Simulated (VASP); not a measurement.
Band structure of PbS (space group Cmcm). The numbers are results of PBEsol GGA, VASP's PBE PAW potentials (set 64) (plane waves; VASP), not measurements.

Unless said otherwise, spin-orbit coupling is left out, though it shifts the bands of the heavy elements here.

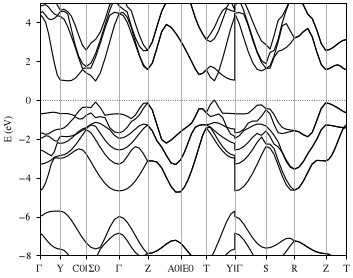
Fig. 1. Bands along high-symmetry lines, zero at the valence-band maximum or, without a gap, the Fermi level

Question: Read the plot: is there a gap, and where are the band edges?

Answer: The gap is indirect, 0.98 eV, from the valence maximum at T-Y at 0.29 to the conduction minimum at Σ0-Γ at 0.29. (Edges off the drawn lines would not show.)

The structure comes from a computed database's PbS entry (Cmcm); how it stands against other phases isn't given here. It was relaxed first, which changed the volume by -6 %.
